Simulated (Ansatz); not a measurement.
The starting structures come from a database of crystals and need not be the phases stable at ambient conditions.

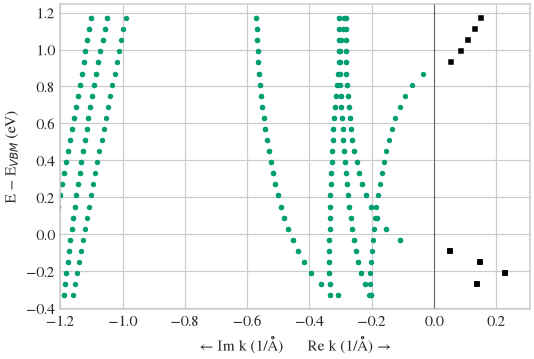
Fig. 1. Complex bands at the centre of the two-dimensional zone; r2SCAN in Ansatz (a quantum-chemistry and plane-wave program)

No gap correction and no spin-orbit coupling; mid-gap values are interpolated between computed energies.

This is InAg(PSe3)2 (P-31c, not sure to be the ambient phase, 20 atoms a cell, 23.8 Å³ an atom) along the normal of (001). Read off the slowest decay at the centre of the two-dimensional zone at 0.45 eV, the computed energy nearest the middle of the gap.

κ ≈ 0.15 1/Å, a decay length 1/(2κ) of the density of 3.2 Å.
